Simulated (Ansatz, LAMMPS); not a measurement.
# N in place of C at several sites of amorphous carbon (106 atoms), part 3 of 3

Aim: make N in place of C at several sites of amorphous carbon (106 atoms), relax each, and compare their energies.

Ansatz 0.2.0; Kohn-Sham DFT, RPBE, PAW (set soft_2), plane waves.

The cell: 106 C. The quench rate of 500 K/ps is orders of magnitude faster than experiment. The starting topology of bonds comes from the classical model. Sampling is at Γ alone, for a cell whose shortest periodic width is 11 Å.

So far. Step 3 (Relaxation): The relaxation converged after 34 steps, 19.8 eV below its start, with a largest force component of 0.039 eV/Å. Step 5 (N on a site of C, site C78): The relaxation converged after 16 steps, 1.79 eV below its start, with a largest force component of 0.042 eV/Å.

## (6) N on a site of C, site C51

The site has 4 bonded neighbours (C4) at 1.62 Å on average. 

input.yaml reads:

```yaml
crystal:
  lattice:
    - [10.737, 0.0, 0.0]
    - [0.0, 10.737, 0.0]
    - [0.0, 0.0, 10.737]
  atoms:
    [... atom lines 1 to 47 left out ...]
    - { symbol: C, position: [0.79218, 0.02265, 0.64332] }
    - { symbol: C, position: [0.02573, 0.4095, 0.49055] }
    - { symbol: C, position: [0.80637, 0.55573, 0.89893] }
    - { symbol: "N", position: [0.98323, 0.84504, 0.58023] }
    - { symbol: C, position: [0.90806, 0.85475, 0.31015] }
    - { symbol: C, position: [0.70025, 0.9589, 0.06116] }
    - { symbol: C, position: [0.16231, 0.4118, 0.13495] }
    [... atom lines 55 to 106 left out ...]
kpoints:
  mp_grid: { grid: [1, 1, 1] }
hamiltonian:
  xc: rpbe
scf:
  occupations: { method: fermi_dirac, width: 0.05 }
output:
  forces: true
  eigenvalues: true
relax:
  f_tol: 0.05
  max_steps: 90
```

On the command line:

```console
ansatz run input.yaml --threads 4 --pin off --max-ram 8192MiB --backend cpu --events-out ev --progress --plain --runs-dir out
```

Numbers of over 12 decimals in the logs are rounded to 6 here.

What it wrote:

```text
[...]
Crystal: 106 atoms, lattice volume = 1237.795 Å³
Basis set: ecut = 420 eV, 24111 PW (Γ), exchange–correlation on 144×144×144 points (8 copies of the dense FFT grid, shifted against one another)
Bands: 319, of which v1, the nominal top of the filled ones, is band 213 counted from 1 (212 counted from 0)
Symmetry: 1 space group operations
[...]
k-points: 1
[...]
SCF iter   1: F=—  HF=-26774.729895 eV  |F-HF|=—  |Δ(HF+E_count)|=         —  Δρ=1.60e-2  dr2=9.25e0  ethr=1.77e-3  ⟨swp⟩=6.0  Hψ=1407  notcnv=0  defer=71
[...]
SCF iter   8: F=—  HF=-26773.529120 eV  |F-HF|=—  |Δ(HF+E_count)|=   4.36e-5  Δρ=8.83e-5  dr2=1.42e-4  ethr=2.17e-7  ⟨swp⟩=2.0  Hψ=376  notcnv=0  defer=85
SCF iter   9: F=-26773.529103 eV  HF=-26773.529116 eV  |F-HF|=1.31e-5  |Δ(HF+E_count)|=   4.08e-6  Δρ=3.63e-5  dr2=2.25e-5  ethr=1.47e-8  ⟨swp⟩=20.0  Hψ=2156  notcnv=0
SCF 1 converged in 9 iterations: F = -26773.529103 eV  dr2 = 2.25e-5
[...]
relax step   1: F+E_penalty+E_count = -26773.52910250 eV  Δ(F+E_penalty+E_count) = +0.000e0 eV  max|allowed force component| = 1.207e0 eV/Å  Δτ_max = 0.0000 Å  (9 SCF iters, dr2 threshold 6.25e-5 eV, accepted)
[...]
relax step   2: F+E_penalty+E_count = -26773.66889787 eV  Δ(F+E_penalty+E_count) = -1.398e-1 eV  max|allowed force component| = 9.826e-1 eV/Å  Δτ_max = 0.0408 Å  (6 SCF iters, dr2 threshold 9.11e-5 eV, accepted)
[...]
relax step   3: F+E_penalty+E_count = -26773.77359499 eV  Δ(F+E_penalty+E_count) = -1.047e-1 eV  max|allowed force component| = 9.521e-1 eV/Å  Δτ_max = 0.0568 Å  (6 SCF iters, dr2 threshold 6.03e-5 eV, accepted)
relax step   4: F+E_penalty+E_count = -26774.16304022 eV  Δ(F+E_penalty+E_count) = -3.894e-1 eV  max|allowed force component| = 1.224e0 eV/Å  Δτ_max = 0.1950 Å  (7 SCF iters, dr2 threshold 1.00e-4 eV, accepted)
relax step   5: F+E_penalty+E_count = -26774.67180835 eV  Δ(F+E_penalty+E_count) = -5.088e-1 eV  max|allowed force component| = 1.321e0 eV/Å  Δτ_max = 0.1986 Å  (8 SCF iters, dr2 threshold 1.00e-4 eV, accepted)
relax step   6: F+E_penalty+E_count = -26775.20864148 eV  Δ(F+E_penalty+E_count) = -5.368e-1 eV  max|allowed force component| = 1.025e0 eV/Å  Δτ_max = 0.1949 Å  (7 SCF iters, dr2 threshold 1.00e-4 eV, accepted)
relax step   7: F+E_penalty+E_count = -26775.45142638 eV  Δ(F+E_penalty+E_count) = -2.428e-1 eV  max|allowed force component| = 7.421e-1 eV/Å  Δτ_max = 0.1945 Å  (8 SCF iters, dr2 threshold 1.00e-4 eV, accepted)
relax step   8: F+E_penalty+E_count = -26775.57786180 eV  Δ(F+E_penalty+E_count) = -1.264e-1 eV  max|allowed force component| = 6.505e-1 eV/Å  Δτ_max = 0.0627 Å  (7 SCF iters, dr2 threshold 1.00e-4 eV, accepted)
relax step   9: F+E_penalty+E_count = -26775.72706863 eV  Δ(F+E_penalty+E_count) = -1.492e-1 eV  max|allowed force component| = 1.011e0 eV/Å  Δτ_max = 0.0852 Å  (8 SCF iters, dr2 threshold 1.00e-4 eV, accepted)
relax step  10: F+E_penalty+E_count = -26775.91853296 eV  Δ(F+E_penalty+E_count) = -1.915e-1 eV  max|allowed force component| = 7.156e-1 eV/Å  Δτ_max = 0.1861 Å  (9 SCF iters, dr2 threshold 1.00e-4 eV, accepted)
relax step  11: F+E_penalty+E_count = -26776.04838758 eV  Δ(F+E_penalty+E_count) = -1.299e-1 eV  max|allowed force component| = 5.561e-1 eV/Å  Δτ_max = 0.0410 Å  (6 SCF iters, dr2 threshold 1.00e-4 eV, accepted)
relax step  12: F+E_penalty+E_count = -26776.12941949 eV  Δ(F+E_penalty+E_count) = -8.103e-2 eV  max|allowed force component| = 7.567e-1 eV/Å  Δτ_max = 0.0690 Å  (8 SCF iters, dr2 threshold 1.00e-4 eV, accepted)
relax step  13: F+E_penalty+E_count = -26776.18133872 eV  Δ(F+E_penalty+E_count) = -5.192e-2 eV  max|allowed force component| = 3.936e-1 eV/Å  Δτ_max = 0.0376 Å  (7 SCF iters, dr2 threshold 1.00e-4 eV, accepted)
relax step  14: F+E_penalty+E_count = -26776.23303951 eV  Δ(F+E_penalty+E_count) = -5.170e-2 eV  max|allowed force component| = 4.843e-1 eV/Å  Δτ_max = 0.0588 Å  (6 SCF iters, dr2 threshold 4.19e-5 eV, accepted)
relax step  15: F+E_penalty+E_count = -26776.40907939 eV  Δ(F+E_penalty+E_count) = -1.760e-1 eV  max|allowed force component| = 1.042e0 eV/Å  Δτ_max = 0.1951 Å  (7 SCF iters, dr2 threshold 6.34e-5 eV, accepted)
relax step  16: F+E_penalty+E_count = -26776.66044098 eV  Δ(F+E_penalty+E_count) = -2.514e-1 eV  max|allowed force component| = 1.243e0 eV/Å  Δτ_max = 0.1320 Å  (8 SCF iters, dr2 threshold 1.00e-4 eV, accepted)
relax step  17: F+E_penalty+E_count = -26776.65719516 eV  Δ(F+E_penalty+E_count) = +3.246e-3 eV  max|allowed force component| = 3.991e0 eV/Å  Δτ_max = 0.1931 Å  (9 SCF iters, dr2 threshold 1.00e-4 eV, rejected (line search))
relax step  18: F+E_penalty+E_count = -26776.98301472 eV  Δ(F+E_penalty+E_count) = -3.226e-1 eV  max|allowed force component| = 1.769e0 eV/Å  Δτ_max = 0.0941 Å  (13 SCF iters, accepted)
relax step  19: F+E_penalty+E_count = -26777.25283820 eV  Δ(F+E_penalty+E_count) = -2.698e-1 eV  max|allowed force component| = 7.241e-1 eV/Å  Δτ_max = 0.0975 Å  (7 SCF iters, dr2 threshold 1.00e-4 eV, accepted)
relax step  20: F+E_penalty+E_count = -26777.03754202 eV  Δ(F+E_penalty+E_count) = +2.153e-1 eV  max|allowed force component| = 3.453e0 eV/Å  Δτ_max = 0.1304 Å  (8 SCF iters, dr2 threshold 8.79e-5 eV, rejected (line search))
relax step  21: F+E_penalty+E_count = -26777.33554081 eV  Δ(F+E_penalty+E_count) = -8.270e-2 eV  max|allowed force component| = 4.953e-1 eV/Å  Δτ_max = 0.0406 Å  (12 SCF iters, accepted)
relax step  22: F+E_penalty+E_count = -26777.35542157 eV  Δ(F+E_penalty+E_count) = -1.988e-2 eV  max|allowed force component| = 4.013e-1 eV/Å  Δτ_max = 0.0267 Å  (7 SCF iters, dr2 threshold 4.11e-5 eV, accepted)
relax step  23: F+E_penalty+E_count = -26777.36789450 eV  Δ(F+E_penalty+E_count) = -1.247e-2 eV  max|allowed force component| = 1.699e-1 eV/Å  Δτ_max = 0.0103 Å  (5 SCF iters, dr2 threshold 7.53e-5 eV, accepted)
relax step  24: F+E_penalty+E_count = -26777.37275200 eV  Δ(F+E_penalty+E_count) = -4.857e-3 eV  max|allowed force component| = 8.991e-2 eV/Å  Δτ_max = 0.0093 Å  (7 SCF iters, dr2 threshold 5.17e-6 eV, accepted)
[...]
relax step  25: F+E_penalty+E_count = -26777.37466618 eV  Δ(F+E_penalty+E_count) = -1.914e-3 eV  max|allowed force component| = 4.871e-2 eV/Å  Δτ_max = 0.0072 Å  (9 SCF iters, accepted)
SCF converged after 9 iterations
Free energy (F): -26777.374666 eV
[...]
Internal energy: -26777.173866 eV  (E = F + TS)
E sigma→0 (E₀):  -26777.274266 eV
Entropy (-TS):   -0.200800 eV (-1.894 meV/atom)
Fermi energy:    4.251233 eV
[...]
Σ components = -26777.374666   (vs F -26777.374666, Δ=0.00e0)
--- Forces (eV/Å), atoms counted from 1 ---
  atom   1  C      0.00156635     0.00188517    -0.00159060
  atom   2  C     -0.01024918     0.00871654     0.02226716
  atom   3  C     -0.00098248    -0.00302260     0.00190535
  atom   4  C      0.00531052     0.00668893     0.00551645
[...]
atom 106  C      0.00227902     0.00484662    -0.00548704
  max |Σ_I F_I| component: 6.26e-5 eV/Å
--- Band table (eV) ---
[...]
--- Relaxed structure (25 steps of the walk, 23 accepted, 0 SCFs on fresh bases) ---
  F+E_penalty+E_count = -26777.37466618 eV   max|allowed force component| = 4.871e-2 eV/Å
  atoms:
    - { symbol: C, position: [0.670173, 0.955925, 0.710307] }
    - { symbol: C, position: [0.976159, 0.339600, 0.383603] }
    - { symbol: C, position: [0.724523, 0.100131, 0.520026] }
    - { symbol: C, position: [0.537393, 0.813444, 0.015360] }
[...]
- { symbol: C, position: [0.388634, 0.127506, 0.894067] }
```

Run time: 4.2 min. Hardware: 4 threads of Arm Neoverse V2, shared host; peak memory 1.4 GiB.

The relaxation converged after 25 steps, 3.85 eV below its start, with a largest force component of 0.049 eV/Å.

## (7) N on a site of C, site C29

The site has 3 bonded neighbours (C3) at 1.51 Å on average. 

Input and log are left out; they have the form of those shown for this kind of step.

Wall time 2.5 min (4 threads of Arm Neoverse V2, shared host); peak memory 1.4 GiB.

The relaxation converged after 15 steps, 1.80 eV below its start, with a largest force component of 0.043 eV/Å.

## (8) N on a site of C, site C4

The site has 3 bonded neighbours (C3) at 1.46 Å on average. 

Input and log are left out; they have the form of those shown for this kind of step.

It took 2.3 min on 4 threads of Arm Neoverse V2, shared host; peak memory 1.4 GiB.

The relaxation converged after 15 steps, 1.42 eV below its start, with a largest force component of 0.039 eV/Å.

## (9) N on a site of C, site C66

The site has 3 bonded neighbours (C3) at 1.49 Å on average. 

Input and log are left out; they have the form of those shown for this kind of step.

It took 56 s on 4 threads of Arm Neoverse V2, shared host; peak memory 1.4 GiB.

The relaxation converged after 6 steps, 0.170 eV below its start, with a largest force component of 0.039 eV/Å.

A closer look about the N atom, after relaxation: 11 atoms, nearest first, numbered in the order of the input, with positions taken from that point.

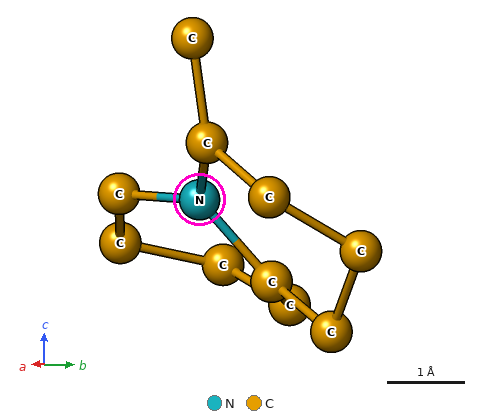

The atoms of the table, within 2.9 Å (arrows a, b, c point along x, y, z); some may hide others; the central atom is ringed.

| atom | x | y | z | distance (Å) | bonds |
| --- | --- | --- | --- | --- | --- |
| N66 | 0.00 | 0.00 | 0.00 | 0.00 | 3 |
| C106 | -0.58 | -1.26 | 0.03 | 1.39 | 2 |
| C75 | -0.47 | 0.87 | -1.06 | 1.45 | 3 |
| C45 | 1.30 | 0.45 | 0.79 | 1.59 | 3 |
| C79 | -1.87 | 0.73 | -1.40 | 2.45 | 3 |
| C59 | -1.81 | -1.58 | -0.65 | 2.49 | 3 |
| C44 | 2.01 | 1.52 | 0.12 | 2.52 | 3 |
| C98 | 0.37 | 1.94 | -1.68 | 2.59 | 3 |
| C76 | 1.69 | 0.34 | 2.17 | 2.77 | 2 |
| C7 | -2.65 | -0.41 | -0.92 | 2.84 | 3 |
| C41 | 1.22 | 2.56 | -0.59 | 2.89 | 3 |

The column of bonds counts only the pairs C-C within 1.85 Å, C-N within 1.79 Å; other neighbours, such as metal atoms beside each other in a compound, aren't counted, and periodic images can show an atom twice.

The largest move is 0.09 Å, by C76.

## (10) N on a site of C, site C23

The site has 2 bonded neighbours (C2) at 1.33 Å on average. 

input.yaml, the sections that differ from step 6:

```yaml
crystal:
  lattice:
    - [10.737, 0.0, 0.0]
    - [0.0, 10.737, 0.0]
    - [0.0, 0.0, 10.737]
  atoms:
    [... atom lines 1 to 19 left out ...]
    - { symbol: C, position: [0.86095, 0.2315, 0.63975] }
    - { symbol: C, position: [0.38245, 0.99079, 0.48229] }
    - { symbol: C, position: [0.23046, 0.81368, 0.48533] }
    - { symbol: "N", position: [0.81694, 0.0185, 0.08094] }
    - { symbol: C, position: [0.21225, 0.40548, 0.68235] }
    - { symbol: C, position: [0.74523, 0.56027, 0.56737] }
    - { symbol: C, position: [0.66368, 0.30572, 0.2115] }
    [... atom lines 27 to 106 left out ...]
# kpoints, hamiltonian, scf, output, relax: as in step 6
```

What it wrote:

```text
[...]
Crystal: 106 atoms, lattice volume = 1237.795 Å³
Basis set: ecut = 420 eV, 24111 PW (Γ), exchange–correlation on 144×144×144 points (8 copies of the dense FFT grid, shifted against one another)
Bands: 319, of which v1, the nominal top of the filled ones, is band 213 counted from 1 (212 counted from 0)
Symmetry: 1 space group operations
[...]
k-points: 1
[...]
SCF iter   1: F=—  HF=-26777.315446 eV  |F-HF|=—  |Δ(HF+E_count)|=         —  Δρ=1.57e-2  dr2=7.63e0  ethr=1.77e-3  ⟨swp⟩=5.0  Hψ=1276  notcnv=0  defer=84
[...]
SCF iter   8: F=—  HF=-26776.276562 eV  |F-HF|=—  |Δ(HF+E_count)|=   5.09e-5  Δρ=8.03e-5  dr2=1.12e-4  ethr=2.28e-7  ⟨swp⟩=3.0  Hψ=468  notcnv=0  defer=82
SCF iter   9: F=-26776.276552 eV  HF=-26776.276563 eV  |F-HF|=1.08e-5  |Δ(HF+E_count)|=   8.62e-7  Δρ=3.29e-5  dr2=1.82e-5  ethr=1.47e-8  ⟨swp⟩=21.0  Hψ=2285  notcnv=0
SCF 1 converged in 9 iterations: F = -26776.276552 eV  dr2 = 1.82e-5
[...]
relax step   1: F+E_penalty+E_count = -26776.27655216 eV  Δ(F+E_penalty+E_count) = +0.000e0 eV  max|allowed force component| = 2.494e0 eV/Å  Δτ_max = 0.0000 Å  (9 SCF iters, dr2 threshold 6.25e-5 eV, accepted)
[...]
relax step   2: F+E_penalty+E_count = -26776.47836041 eV  Δ(F+E_penalty+E_count) = -2.018e-1 eV  max|allowed force component| = 4.870e-1 eV/Å  Δτ_max = 0.0584 Å  (5 SCF iters, dr2 threshold 1.00e-4 eV, accepted)
[...]
relax step   3: F+E_penalty+E_count = -26776.53635916 eV  Δ(F+E_penalty+E_count) = -5.800e-2 eV  max|allowed force component| = 7.940e-1 eV/Å  Δτ_max = 0.0344 Å  (7 SCF iters, dr2 threshold 1.48e-5 eV, accepted)
relax step   4: F+E_penalty+E_count = -26776.56769769 eV  Δ(F+E_penalty+E_count) = -3.134e-2 eV  max|allowed force component| = 6.787e-1 eV/Å  Δτ_max = 0.0266 Å  (6 SCF iters, dr2 threshold 3.94e-5 eV, accepted)
relax step   5: F+E_penalty+E_count = -26776.59810336 eV  Δ(F+E_penalty+E_count) = -3.041e-2 eV  max|allowed force component| = 4.028e-1 eV/Å  Δτ_max = 0.0343 Å  (6 SCF iters, dr2 threshold 1.00e-4 eV, accepted)
relax step   6: F+E_penalty+E_count = -26776.62806981 eV  Δ(F+E_penalty+E_count) = -2.997e-2 eV  max|allowed force component| = 5.380e-1 eV/Å  Δτ_max = 0.0466 Å  (6 SCF iters, dr2 threshold 5.71e-5 eV, accepted)
relax step   7: F+E_penalty+E_count = -26776.74202311 eV  Δ(F+E_penalty+E_count) = -1.140e-1 eV  max|allowed force component| = 1.479e0 eV/Å  Δτ_max = 0.1265 Å  (7 SCF iters, dr2 threshold 1.00e-4 eV, accepted)
relax step   8: F+E_penalty+E_count = -26777.11038569 eV  Δ(F+E_penalty+E_count) = -3.684e-1 eV  max|allowed force component| = 2.470e0 eV/Å  Δτ_max = 0.1122 Å  (7 SCF iters, dr2 threshold 1.00e-4 eV, accepted)
relax step   9: F+E_penalty+E_count = -26777.52891148 eV  Δ(F+E_penalty+E_count) = -4.185e-1 eV  max|allowed force component| = 2.111e0 eV/Å  Δτ_max = 0.1377 Å  (8 SCF iters, dr2 threshold 1.00e-4 eV, accepted)
relax step  10: F+E_penalty+E_count = -26777.47127810 eV  Δ(F+E_penalty+E_count) = +5.763e-2 eV  max|allowed force component| = 3.482e0 eV/Å  Δτ_max = 0.1746 Å  (8 SCF iters, dr2 threshold 1.00e-4 eV, rejected (line search))
relax step  11: F+E_penalty+E_count = -26777.78399288 eV  Δ(F+E_penalty+E_count) = -2.551e-1 eV  max|allowed force component| = 6.268e-1 eV/Å  Δτ_max = 0.0851 Å  (12 SCF iters, accepted)
relax step  12: F+E_penalty+E_count = -26777.82928178 eV  Δ(F+E_penalty+E_count) = -4.529e-2 eV  max|allowed force component| = 8.872e-1 eV/Å  Δτ_max = 0.0808 Å  (8 SCF iters, dr2 threshold 3.47e-5 eV, accepted)
relax step  13: F+E_penalty+E_count = -26777.87554812 eV  Δ(F+E_penalty+E_count) = -4.627e-2 eV  max|allowed force component| = 5.086e-1 eV/Å  Δτ_max = 0.0346 Å  (6 SCF iters, dr2 threshold 6.94e-5 eV, accepted)
relax step  14: F+E_penalty+E_count = -26777.95125121 eV  Δ(F+E_penalty+E_count) = -7.570e-2 eV  max|allowed force component| = 6.663e-1 eV/Å  Δτ_max = 0.0959 Å  (7 SCF iters, dr2 threshold 8.50e-5 eV, accepted)
relax step  15: F+E_penalty+E_count = -26777.86895402 eV  Δ(F+E_penalty+E_count) = +8.230e-2 eV  max|allowed force component| = 1.421e0 eV/Å  Δτ_max = 0.1950 Å  (7 SCF iters, dr2 threshold 1.00e-4 eV, rejected (line search))
relax step  16: F+E_penalty+E_count = -26778.02547681 eV  Δ(F+E_penalty+E_count) = -7.423e-2 eV  max|allowed force component| = 3.494e-1 eV/Å  Δτ_max = 0.0571 Å  (11 SCF iters, accepted)
relax step  17: F+E_penalty+E_count = -26778.02499934 eV  Δ(F+E_penalty+E_count) = +4.775e-4 eV  max|allowed force component| = 5.417e-1 eV/Å  Δτ_max = 0.0970 Å  (6 SCF iters, dr2 threshold 3.36e-5 eV, rejected (line search))
relax step  18: F+E_penalty+E_count = -26778.05162228 eV  Δ(F+E_penalty+E_count) = -2.615e-2 eV  max|allowed force component| = 1.581e-1 eV/Å  Δτ_max = 0.0468 Å  (9 SCF iters, accepted)
relax step  19: F+E_penalty+E_count = -26778.05103222 eV  Δ(F+E_penalty+E_count) = +5.901e-4 eV  max|allowed force component| = 4.146e-1 eV/Å  Δτ_max = 0.0171 Å  (6 SCF iters, dr2 threshold 5.12e-6 eV, rejected (line search))
relax step  20: F+E_penalty+E_count = -26778.05440400 eV  Δ(F+E_penalty+E_count) = -2.782e-3 eV  max|allowed force component| = 7.169e-2 eV/Å  Δτ_max = 0.0083 Å  (8 SCF iters, accepted)
relax step  21: F+E_penalty+E_count = -26778.05518552 eV  Δ(F+E_penalty+E_count) = -7.815e-4 eV  max|allowed force component| = 1.771e-1 eV/Å  Δτ_max = 0.0113 Å  (9 SCF iters, accepted)
relax step  22: F+E_penalty+E_count = -26778.05580356 eV  Δ(F+E_penalty+E_count) = -6.180e-4 eV  max|allowed force component| = 6.839e-2 eV/Å  Δτ_max = 0.0025 Å  (4 SCF iters, dr2 threshold 6.44e-6 eV, accepted)
[...]
relax step  23: F+E_penalty+E_count = -26778.05603744 eV  Δ(F+E_penalty+E_count) = -2.339e-4 eV  max|allowed force component| = 2.833e-2 eV/Å  Δτ_max = 0.0031 Å  (6 SCF iters, accepted)
SCF converged after 6 iterations
Free energy (F): -26778.056037 eV
[...]
Internal energy: -26777.955317 eV  (E = F + TS)
E sigma→0 (E₀):  -26778.005677 eV
Entropy (-TS):   -0.100721 eV (-0.950 meV/atom)
Fermi energy:    4.155721 eV
[...]
Σ components = -26778.056037   (vs F -26778.056037, Δ=0.00e0)
--- Forces (eV/Å), atoms counted from 1 ---
  atom   1  C      0.00093217    -0.00093165     0.00001174
  atom   2  C      0.00194283     0.00121926     0.00053337
  atom   3  C     -0.00083661     0.00124848    -0.00079541
  atom   4  C     -0.00266594     0.00211235     0.00145521
[...]
atom 106  C     -0.00066830     0.00139673     0.00123822
  max |Σ_I F_I| component: 7.38e-5 eV/Å
--- Band table (eV) ---
[...]
--- Relaxed structure (23 steps of the walk, 19 accepted, 0 SCFs on fresh bases) ---
  F+E_penalty+E_count = -26778.05603744 eV   max|allowed force component| = 2.833e-2 eV/Å
  atoms:
    - { symbol: C, position: [0.679062, 0.954696, 0.704729] }
    - { symbol: C, position: [0.980441, 0.339933, 0.383313] }
    - { symbol: C, position: [0.727179, 0.099001, 0.516814] }
    - { symbol: C, position: [0.546913, 0.818477, 0.011256] }
[...]
- { symbol: C, position: [0.388728, 0.135686, 0.906865] }
```

Run time: 3.8 min. Hardware: 4 threads; peak memory 1.4 GiB.

The relaxation converged after 23 steps, 1.78 eV below its start, with a largest force component of 0.028 eV/Å.

## (11) The sites compared

All these cells hold the same atoms, so their energies can be compared with no chemical potential.

| site | neighbours | mean distance (Å) | atoms within 6 Å | energy over the best site (eV) | before relaxation (eV) | gain on relaxing (eV) |
| --- | --- | --- | --- | --- | --- | --- |
| C78 | C2 | 1.34 | 69 | 0.00 | 0.00 | 1.79 |
| C23 | C2 | 1.33 | 73 | 0.23 | 0.22 | 1.78 |
| C51 | C4 | 1.62 | 82 | 0.91 | 2.97 | 3.85 |
| C29 | C3 | 1.51 | 75 | 0.96 | 0.98 | 1.80 |
| C4 | C3 | 1.46 | 68 | 1.13 | 0.76 | 1.42 |
| C66 | C3 | 1.49 | 71 | 2.72 | 1.10 | 0.17 |

Neighbours are those of the relaxed host within 1.85 Å (C-C); other pairs aren't counted.

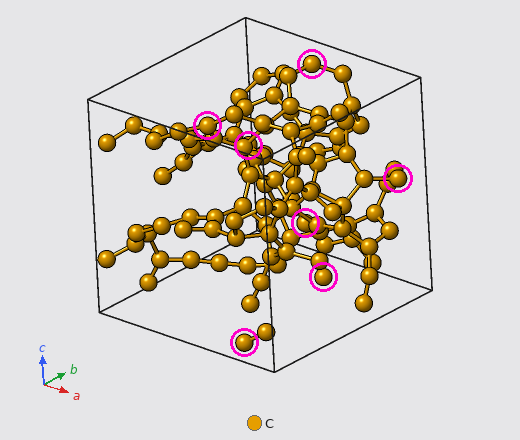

The relaxed cell with the tried sites ringed. Some periodic images of atoms are drawn too.

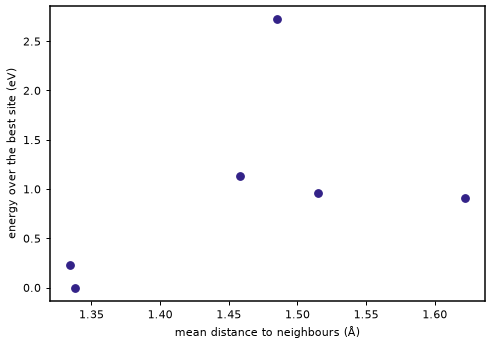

Site energy against the site's surroundings.

## (12) Outcome

The cheapest site is C78 (2 neighbours, C2); the dearest, C66 (3 neighbours, C3), costs 2.7 eV more. By coordination the energies over the best site are 0.00 to 0.23 eV with 2 neighbours, 0.96 to 2.72 eV with 3 neighbours and 0.91 eV with 4 neighbours. Relaxation gains 0.17 to 3.8 eV and leaves the best site the same.

**Limits.** Defects are neutral and interact with their images. In a disordered cell the relaxation can also rearrange atoms far from the site. Only 6 of the 106 C sites were tried; unless symmetry makes the others alike to these, a cheaper one may exist. The change leaves an odd electron count, and these runs have no spin polarisation. The stress is far from hydrostatic: its diagonal is -12.2, -4.1, -8.6 GPa, compression counted positive. The pressure of -8.3 GPa shows the cell to be stretched for this functional.

The DFT runs together took 20 min of wall time.

[Logs are printed without paths, hosts, clocks, repeated set-up lines and the standing remarks that a program may print on its own settings, such as how far it seeks lower states.]

[Hosts, paths, dates, database ids (printed as entryN), source tags and the programs' standing remarks are cut or masked in the printed files.]
